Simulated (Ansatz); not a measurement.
## Response to strain in Mo

Take Mo in the bcc (W type) structure (space group Im-3m, No. 229; a = 3.1300 Å; relaxed with 0.1 eV smearing) as the base. Axes: x, y, z lie along the cube axes.

Strains are applied to the cell and any free atomic positions relax; under biaxial strain the out-of-plane vector relaxes too.

Computed with PBEsol (Ansatz, a program for electronic structure, PAW, no spin-orbit coupling).

Notes on the quantities. pressure: mean of the normal stresses, compression positive.

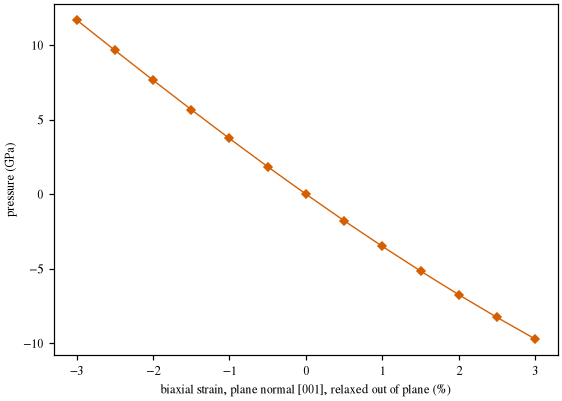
Pressure against biaxial strain, plane normal [001], relaxed out of plane

```tsv
biaxial strain, plane normal [001], relaxed out of plane (%)	pressure
-3	11.7 GPa
-2.5	9.7 GPa
-2	7.6 GPa
-1.5	5.7 GPa
-1	3.7 GPa
-0.5	1.8 GPa
0.5	-1.8 GPa
1	-3.5 GPa
1.5	-5.2 GPa
2	-6.7 GPa
2.5	-8.3 GPa
3	-9.7 GPa
```

Whether these cells are dynamically stable was not tested. The final runs are not spin-polarised.
